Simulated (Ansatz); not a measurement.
# Be (P6_3/mmc, 2 atoms in the cell): modes against biaxial strain in the (0001) plane, that of a and b, part 2 of 2

Wanted: the shifts of the zone-centre modes of Be (P6_3/mmc, 2 atoms in the cell) with strain.

Ansatz 0.2.0; DFT PBEsol, scalar-relativistic, plane waves, PAW; PAW set soft_1.

So far. Step 3 (Tight relaxation): The forces vanish by symmetry and the pressure is 0.006 GPa, within the tolerances set. The cell now holds 7.83 Å³/atom.

## 4. Zone-centre response at rest

The force constants come from the linear response of the density to a displacement.

The modes at rest are the reference of the series.

input.yaml reads:

```yaml
crystal:
  lattice:
    - [2.2567879532, 0.0, 0.0]
    - [-1.1283939766, 1.9544356984, 0.0]
    - [0.0, 0.0, 3.5526536129]
  atoms:
    - { symbol: Be, position: [0.3333333333, 0.6666666667, 0.25] }
    - { symbol: Be, position: [0.6666666667, 0.3333333333, 0.75] }
kpoints:
  mp_grid: { grid: [24, 24, 12] }
hamiltonian:
  xc: pbesol
  pseudopotentials: { kind: paw, azcp: { folder: soft_1 }, xc_functional: pbe }
scf:
  occupations: { method: methfessel_paxton, width: 0.2 }
output:
  eigenvalues: true
phonons:
  method: dfpt
```

The run is started by

```console
$ ansatz run input.yaml --threads 4 --pin off --max-ram 10240MiB --backend cpu --events-out ev --progress --plain --runs-dir out
```

Numbers of over 12 decimals in the logs are rounded to 6 here.

Log:

```text
zone centre: on kpoints.mp_grid the ground state, and the responses unless they are solved on pairs of k-points, stand on 1099 of the mesh's 6912 k-points, reduced under 4 symmetry operations, with k and −k counted as one. Each operation leaves every solved displacement unchanged or reverses it
[...]
Crystal: 2 atoms, lattice volume = 15.670 Å³
Basis set: ecut = 420 eV, 311 PW (Γ), exchange–correlation on 32×32×48 points (8 copies of the dense FFT grid, shifted against one another)
Bands: 6, of which v1, the nominal top of the filled ones, is band 2 counted from 1 (1 counted from 0)
Symmetry: 24 space group operations
k-points: 1099 of 6912 (irreducible under 4 space group operations, time reversal used)
[...]
SCF iter   1: F=—  HF=-180.716709 eV  |F-HF|=—  |Δ(HF+E_count)|=         —  Δρ=1.44e-2  dr2=2.36e-2  ethr=3.10e-3  ⟨swp⟩=4.5  Hψ=53736  notcnv=0
[...]
SCF iter   6: F=-180.698840 eV  HF=-180.698840 eV  |F-HF|=1.48e-12  |Δ(HF+E_count)|=   1.54e-9  S|Δr|=    0.00e0  Δρ=1.99e-7  dr2=4.97e-12  ethr=1.00e-12  ⟨swp⟩=4.0  Hψ=23140  notcnv=0
SCF 1 converged in 6 iterations: F = -180.698840 eV  dr2 = 4.97e-12
[...]
DFPT response loops at Γ: preconditioner auto → Kerker (q_TF=auto, 2.173 Å⁻¹) (partly filled bands, converged f_vac=0.000); β = 1.00, the filter's whole step (`scf.mixing.beta` (0.50) is not read by the response loops under this deck's `scf.mixing.preconditioner`; to damp them name `kerker` or `kerker_dos`, under which they read `scf.mixing.beta`, and type it under 1.00, their step now; both keys bind the ground state too); Broyden in place of MSR1
SCF converged after 6 iterations
[...]
Free energy (F): -180.698840 eV
[...]
Internal energy: -180.698354 eV  (E = F + TS)
E sigma→0 (E₀):  -180.698718 eV
Entropy (-TS):   -0.000486 eV (-0.243 meV/atom)
Fermi energy:    8.146482 eV
[...]
--- Band table (eV; the first three rows and the last of 1099) ---
[...]
--- Phonons (Γ-DFPT): 2 representative perturbations + reference, on 1099 of 6912 k-points (Σ response iterations 6) ---
  k mesh reduced under 4 symmetry operations, with k and −k counted as one. Each operation leaves every solved displacement unchanged or reverses it
  ASR residual: 7.067e-5 → 0.000e0 eV/Å²; symmetrization residual: 7.105e-15 eV/Å²
  ASR residual per site (eV/Å²): 7.07e-5 7.07e-5
  Γ frequencies (cm⁻¹): 0.00 0.00 0.00 465.95 465.95 701.81
  non-analytic LO–TO correction: not included (Born effective charges unavailable; polar crystals: no LO–TO splitting at Γ)
```

Run time: 6.3 s. Hardware: 4 threads of Arm Neoverse V1, shared host; peak memory 0.59 GiB; 22 s of CPU time.

In the SCF lines HF is the Harris–Foulkes energy and dr2 the Hartree energy of the density residual, in eV; the loop may stop once dr2 is under the threshold and the program's other checks hold. Hψ counts applications of the Hamiltonian.

Numbers from this step:

```yaml
sum_rule_residual_before_enforcement: 7.07e-5 eV/Å²
point_group: 6/mmm
highest_optical_mode_at_the_zone_centre_no_lo_to_term: 701.8 cm⁻¹
lowest_optical_zone_centre_mode: 465.9 cm⁻¹
```

Patterns of degenerate modes are one choice out of their space. Modes at Γ:

| mode | frequency (cm⁻¹) | symmetry |
| --- | --- | --- |
| 1 | 0.0 | acoustic |
| 2 | 0.0 | acoustic |
| 3 | 0.0 | acoustic |
| 4 | 465.9 | E2g |
| 5 | 465.9 | E2g |
| 6 | 701.8 | B1g |

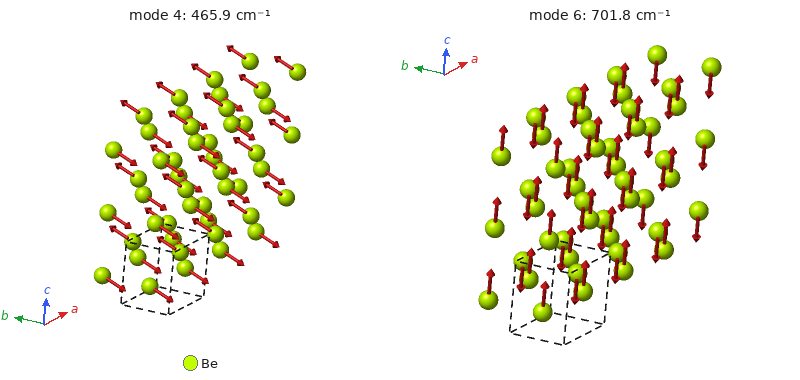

Displacement patterns of modes 4 and 6 at Γ; arrows are exaggerated. 4×2×3 cells are drawn.

Before it was imposed, the acoustic sum rule was missed by 7.1e-5 eV/Å². Small misses are needed for a sound result but don't prove that mesh and cutoff are converged. The lowest optical mode is real, 466 cm⁻¹.

## 5. A member of the series: biaxial strain of +4 % in the (0001) plane, that of a and b

The cell takes a biaxial strain of +4 % in the (0001) plane, that of a and b. The strained lengths are held, while the rest of the cell and the atoms relax.

input.yaml, the sections that differ from step 4:

```yaml
crystal:
  lattice:
    - [2.3470594713, 0.0, 0.0]
    - [-1.1735297357, 2.0326131264, 0.0]
    - [0.0, 0.0, 3.542581525]
  atoms:
    - { symbol: Be, position: [0.3333333333, 0.6666666667, 0.25] }
    - { symbol: Be, position: [0.6666666667, 0.3333333333, 0.75] }
output:
  forces: true
  stress: true
  eigenvalues: true
relax:
  adjacent_minimum: "off"
  f_tol: 0.001
  max_steps: 60
  cell: { stress_tol: 0.01, fix: [a, b, gamma] }
# kpoints, hamiltonian, scf: as in step 4
# phonons: removed
```

Log:

```text
[...]
Crystal: 2 atoms, lattice volume = 16.900 Å³
Basis set: ecut = 420 eV, 311 PW (Γ), exchange–correlation on 32×32×48 points (8 copies of the dense FFT grid, shifted against one another)
Bands: 6, of which v1, the nominal top of the filled ones, is band 2 counted from 1 (1 counted from 0)
Symmetry: 24 space group operations
[...]
k-points: 427 of 6912
[...]
P = ⅓ Tr σ = -7.5021 GPa (-75.021 kbar)
--- Band table (eV; the first three rows and the last of 427) ---
[...]
--- Relaxed structure (3 steps of the walk, 3 accepted, 1 SCFs on fresh bases) ---
[...]
cell:  # Å, volume = 16.8769 Å³
    - [2.347059, 2.8867469325142745e-11, 0.0]
    - [-1.173530, 2.032613, 0.0]
    - [0.0, 0.0, 3.537632]
  atoms:
    - { symbol: Be, position: [0.333333, 0.666667, 0.25] }
    - { symbol: Be, position: [0.666667, 0.333333, 0.750000] }
[key lines of the parts left out:]
SCF converged after 4 iterations
Free energy (F): -180.650746 eV
Fermi energy:    7.363971 eV
```

The job ended after 3.8 s (4 threads; peak memory 0.35 GiB; 14 s of CPU time).

Relaxation path:

| step | energy less that of the first step (eV) | largest force component (eV/Å) | pressure (GPa) | volume (Å³) |
| --- | --- | --- | --- | --- |
| 1 | 0.0000 | 0.0000 | -7.66 | 16.90 |
| 2 | 0.0000 | 0.0000 | -7.54 | 16.88 |
| 3 | 0.0000 | 0.0000 | -7.50 | 16.88 |
| 4* | 0.0000 | 0.0000 | -7.50 | 16.88 |

Relaxation steps marked * repeat the geometry before them on a plane-wave basis chosen anew for their cell, so energy and pressure can jump there.

Forces are held to the 24 operations that the run works with; a distortion that breaks them can't arise in this run.

| conventional cell, symmetrised | before | after | change |
| --- | --- | --- | --- |
| a (Å) | 2.347 | 2.347 | -0.0 % |
| b (Å) | 2.347 | 2.347 | -0.0 % |
| c (Å) | 3.543 | 3.538 | -0.1 % |
| volume (Å³/atom) | 8.45 | 8.44 | -0.1 % |

Final coordinates:

```xyz
2
Lattice="2.3471 0.0000 0.0000 -1.1735 2.0326 0.0000 0.0000 0.0000 3.5376" Properties=species:S:1:pos:R:3 pbc="T T T"
Be    0.0000    1.3551    0.8844
Be    1.1735    0.6775    2.6532
```

This step gave:

| Item | Value |
| --- | --- |
| pressure | -7.502 GPa |
| volume per atom | 8.438 Å³ |

The forces vanish by symmetry.

## 6. Zone-centre modes of the member: biaxial strain of +4 % in the (0001) plane, that of a and b

The zone-centre modes follow for biaxial strain of +4 % in the (0001) plane, that of a and b.

input.yaml, the sections that differ from step 5:

```yaml
crystal:
  lattice:
    - [2.3470594713, 0.0, 0.0]
    - [-1.1735297357, 2.0326131264, 0.0]
    - [0.0, 0.0, 3.5376324176]
  atoms:
    - { symbol: Be, position: [0.3333333333, 0.6666666667, 0.25] }
    - { symbol: Be, position: [0.6666666667, 0.3333333333, 0.75] }
output:
  eigenvalues: true
phonons:
  method: dfpt
# kpoints, hamiltonian, scf: as in step 5
# relax: removed
```

Log:

```text
[...]
Crystal: 2 atoms, lattice volume = 16.877 Å³
Basis set: ecut = 420 eV, 311 PW (Γ), exchange–correlation on 32×32×48 points (8 copies of the dense FFT grid, shifted against one another)
Bands: 6, of which v1, the nominal top of the filled ones, is band 2 counted from 1 (1 counted from 0)
Symmetry: 24 space group operations
k-points: 1099 of 6912 (irreducible under 4 space group operations, time reversal used)
[...]
SCF iter   1: F=—  HF=-180.668906 eV  |F-HF|=—  |Δ(HF+E_count)|=         —  Δρ=1.48e-2  dr2=2.92e-2  ethr=3.10e-3  ⟨swp⟩=4.6  Hψ=53724  notcnv=0
[...]
SCF iter   7: F=-180.650746 eV  HF=-180.650746 eV  |F-HF|=2.84e-14  |Δ(HF+E_count)|=  3.58e-12  S|Δr|=    0.00e0  Δρ=1.91e-8  dr2=5.20e-14  ethr=1.00e-12  ⟨swp⟩=4.1  Hψ=16607  notcnv=0
SCF 1 converged in 7 iterations: F = -180.650746 eV  dr2 = 5.20e-14
[...]
SCF converged after 7 iterations
[...]
Free energy (F): -180.650746 eV
[...]
Internal energy: -180.651249 eV  (E = F + TS)
E sigma→0 (E₀):  -180.650872 eV
Entropy (-TS):   0.000503 eV (0.251 meV/atom)
Fermi energy:    7.363971 eV
[...]
--- Band table (eV; the first three rows and the last of 1099) ---
[...]
ASR residual: 2.669e-5 → 0.000e0 eV/Å²; symmetrization residual: 8.777e-12 eV/Å²
  ASR residual per site (eV/Å²): 2.67e-5 2.67e-5
  Γ frequencies (cm⁻¹): 0.00 0.00 0.00 461.00 461.00 677.54
[...]
```

Elapsed: 6.2 s, on 4 threads; peak memory 0.6 GiB.

This step gave:

```
sum-rule residual before enforcement                    : 2.67e-5 eV/Å²
highest optical mode at the zone centre (no LO-TO term) : 677.5 cm⁻¹
lowest optical zone-centre mode                         : 461 cm⁻¹
```

Patterns of degenerate modes are one choice out of their space. Modes at Γ:

| mode | frequency (cm⁻¹) | symmetry |
| --- | --- | --- |
| 1 | 0.0 | acoustic |
| 2 | 0.0 | acoustic |
| 3 | 0.0 | acoustic |
| 4 | 461.0 | E2g |
| 5 | 461.0 | E2g |
| 6 | 677.5 | B1g |

The lowest optical mode is real, 461 cm⁻¹, and the highest lies at 677.5 cm⁻¹.

Between step 4 and this run (strain 4 %) the value for the highest optical mode at the zone centre (no LO-TO term) moves from 702 cm⁻¹ to 678 cm⁻¹ (-3 %).

## 7. Relaxation of a member: biaxial strain of -4 % in the (0001) plane, that of a and b

The cell takes a biaxial strain of -4 % in the (0001) plane, that of a and b. The strained lengths are held, while the rest of the cell and the atoms relax.

input.yaml, the sections that differ from step 6:

```yaml
crystal:
  lattice:
    - [2.166516435, 0.0, 0.0]
    - [-1.0832582175, 1.8762582705, 0.0]
    - [0.0, 0.0, 3.558429448]
  atoms:
    - { symbol: Be, position: [0.3333333333, 0.6666666667, 0.25] }
    - { symbol: Be, position: [0.6666666667, 0.3333333333, 0.75] }
output:
  forces: true
  stress: true
  eigenvalues: true
relax:
  adjacent_minimum: "off"
  f_tol: 0.001
  max_steps: 60
  cell: { stress_tol: 0.01, fix: [a, b, gamma] }
# kpoints, hamiltonian, scf: as in step 6
# phonons: removed
```

Log:

```text
[...]
Crystal: 2 atoms, lattice volume = 14.465 Å³
Basis set: ecut = 420 eV, 287 PW (Γ), exchange–correlation on 30×30×48 points (8 copies of the dense FFT grid, shifted against one another)
Bands: 6, of which v1, the nominal top of the filled ones, is band 2 counted from 1 (1 counted from 0)
Symmetry: 24 space group operations
[...]
k-points: 427 of 6912
[...]
P = ⅓ Tr σ = 10.9760 GPa (109.760 kbar)
--- Band table (eV; the first three rows and the last of 427) ---
[...]
--- Relaxed structure (3 steps of the walk, 3 accepted, 1 SCFs on fresh bases) ---
[...]
cell:  # Å, volume = 14.4714 Å³
    - [2.166516, 0, 0.0]
    - [-1.083258, 1.876258, 0]
    - [0.0, 0, 3.560055]
  atoms:
    - { symbol: Be, position: [0.333333, 0.666667, 0.25] }
    - { symbol: Be, position: [0.666667, 0.333333, 0.75] }
[key lines of the parts left out:]
SCF converged after 4 iterations
Free energy (F): -180.639719 eV
Fermi energy:    9.058771 eV
```

The job ended after 3.6 s (4 threads; peak memory 0.34 GiB; 13 s of CPU time).

Little changed from the start: no atom moved by 0.005 Å and no cell edge by 0.1 %.

Numbers from this step:

```
pressure        : 10.98 GPa
volume per atom : 7.236 Å³
```

The forces vanish by symmetry.

## 8. Zone-centre modes of the member: biaxial strain of -4 % in the (0001) plane, that of a and b

The zone-centre modes follow for biaxial strain of -4 % in the (0001) plane, that of a and b.

input.yaml, the sections that differ from step 7:

```yaml
crystal:
  lattice:
    - [2.166516435, 0.0, 0.0]
    - [-1.0832582175, 1.8762582705, 0.0]
    - [0.0, 0.0, 3.5600547388]
  atoms:
    - { symbol: Be, position: [0.3333333333, 0.6666666667, 0.25] }
    - { symbol: Be, position: [0.6666666667, 0.3333333333, 0.75] }
output:
  eigenvalues: true
phonons:
  method: dfpt
# kpoints, hamiltonian, scf: as in step 7
# relax: removed
```

Log:

```text
[...]
Crystal: 2 atoms, lattice volume = 14.471 Å³
Basis set: ecut = 420 eV, 287 PW (Γ), exchange–correlation on 30×30×48 points (8 copies of the dense FFT grid, shifted against one another)
Bands: 6, of which v1, the nominal top of the filled ones, is band 2 counted from 1 (1 counted from 0)
Symmetry: 24 space group operations
k-points: 1099 of 6912 (irreducible under 4 space group operations, time reversal used)
[...]
Free energy (F): -180.639719 eV
[...]
Internal energy: -180.639169 eV  (E = F + TS)
E sigma→0 (E₀):  -180.639582 eV
Entropy (-TS):   -0.000550 eV (-0.275 meV/atom)
Fermi energy:    9.058771 eV
[...]
--- Band table (eV; the first three rows and the last of 1099) ---
[...]
ASR residual: 8.863e-5 → 0.000e0 eV/Å²; symmetrization residual: 8.882e-15 eV/Å²
  ASR residual per site (eV/Å²): 8.86e-5 8.86e-5
  Γ frequencies (cm⁻¹): 0.00 0.00 0.00 475.18 475.18 728.32
[...]
[key lines of the parts left out:]
SCF converged after 6 iterations
```

Wall time 6.1 s (4 threads); peak memory 0.56 GiB; 21 s of CPU time.

Numbers from this step:

```yaml
sum_rule_residual_before_enforcement: 8.86e-5 eV/Å²
highest_optical_mode_at_the_zone_centre_no_lo_to_term: 728.3 cm⁻¹
lowest_optical_zone_centre_mode: 475.2 cm⁻¹
```

Patterns of degenerate modes are one choice out of their space. Modes at Γ:

| mode | frequency (cm⁻¹) | symmetry |
| --- | --- | --- |
| 1 | 0.0 | acoustic |
| 2 | 0.0 | acoustic |
| 3 | 0.0 | acoustic |
| 4 | 475.2 | E2g |
| 5 | 475.2 | E2g |
| 6 | 728.3 | B1g |

The lowest optical mode is real, 475 cm⁻¹, and the highest lies at 728.3 cm⁻¹.

For the highest optical mode at the zone centre (no LO-TO term), step 4 gave 702 cm⁻¹; this run, with strain -4 %, gives 728 cm⁻¹ (+4 %).

## 9. All members side by side

The members are set side by side, also those not shown above.

Stress is positive in compression; energies are extrapolated to zero smearing, and E0 is that at rest; the edges not held and the atoms are relaxed in each cell; all runs use 24×24×12 k points and Methfessel-Paxton smearing of 0.2 eV. State of the crystal along the series:

| strain (%) | in-plane stress (GPa) | free strain along c (%) | E - E0 (meV/atom) |
| --- | --- | --- | --- |
| -4 | 16.46 | 0.2083 | 29.57 |
| -3 | 11.79 | 0.1626 | 16.25 |
| -2 | 7.521 | 0.1102 | 7.063 |
| -1 | 3.592 | 0.06015 | 1.731 |
| 0 | 0.005964 | 0 | 0 |
| 1 | -3.244 | -0.07668 | 1.588 |
| 2 | -6.197 | -0.1683 | 6.253 |
| 3 | -8.859 | -0.2835 | 13.78 |
| 4 | -11.25 | -0.4228 | 23.92 |

Optical modes are counted from below at rest and tracked from member to member by their patterns, and modes that stay within 0.3 cm⁻¹ of each other stand once; labels, where given, are those at rest; the edges not held and the atoms are relaxed in each cell; all runs use 24×24×12 k points and Methfessel-Paxton smearing of 0.2 eV. Optical modes along the series:

| strain (%) | optical mode 1 E2g (cm⁻¹) | optical mode 2 B1g (cm⁻¹) |
| --- | --- | --- |
| -4 | 475.2 | 728.3 |
| -3 | 472.1 | 721.3 |
| -2 | 469.7 | 714.6 |
| -1 | 467.6 | 708.1 |
| 0 | 465.9 | 701.8 |
| 1 | 464.6 | 695.5 |
| 2 | 463.1 | 689.3 |
| 3 | 461.9 | 683.3 |
| 4 | 461 | 677.5 |

Value and slope at zero strain of a cubic (a lower polynomial where under five rows exist) through the rows within 2 % of rest. Slopes at rest:

| mode | frequency (cm⁻¹) | shift per percent of strain (cm⁻¹) | shift per GPa of compressive stress (cm⁻¹) |
| --- | --- | --- | --- |
| optical mode 1 E2g | 466 | -1.52 | 0.44 |
| optical mode 2 B1g | 701.8 | -6.31 | 1.85 |

## 10. Results

| Item | Value |
| --- | --- |
| members | 9 |
| highest optical mode at the zone centre (no LO-TO term), at rest | 701.8 cm⁻¹ |
| biaxial modulus in the (0001) plane, that of a and b | 341 GPa |
| optical mode 1 E2g, shift per percent | -1.52 cm⁻¹ |
| optical mode 2 B1g, shift per percent | -6.31 cm⁻¹ |

What this shows: The stress changes by 3.41 GPa for each percent, a biaxial modulus of 341 GPa in the (0001) plane, that of a and b. For each percent the free edge responds with -0.07 %. The fastest shift in the table of slopes is -6.3 cm⁻¹ for each percent (optical mode 2 B1g), or 1.9 cm⁻¹ for each GPa of compressive stress. For small strain, the measured shift of a line that Raman or infrared light can see, divided by its slope, estimates the stress, if the state of stress is of this kind. These are harmonic frequencies at zero temperature: anharmonic shifts, linewidths and thermal expansion are left out. With no gap, or one that is small against the smearing, the frequencies hang on the k mesh and the smearing, most of all near Kohn anomalies. The PAW files were made for PBE; the program adapts parts of them to the functional of the run, but their partial waves stay those of PBE, an approximation that was not tested in this session. Only the zone centre was solved, so an instability at another wavevector cannot show here.

[Logs are printed without paths, hosts, clocks, repeated set-up lines and the standing remarks that a program may print on its own settings, such as how far it seeks lower states.]

[Hosts, paths, dates, database ids (printed as entryN), source tags and the programs' standing remarks are cut or masked in the printed files.]
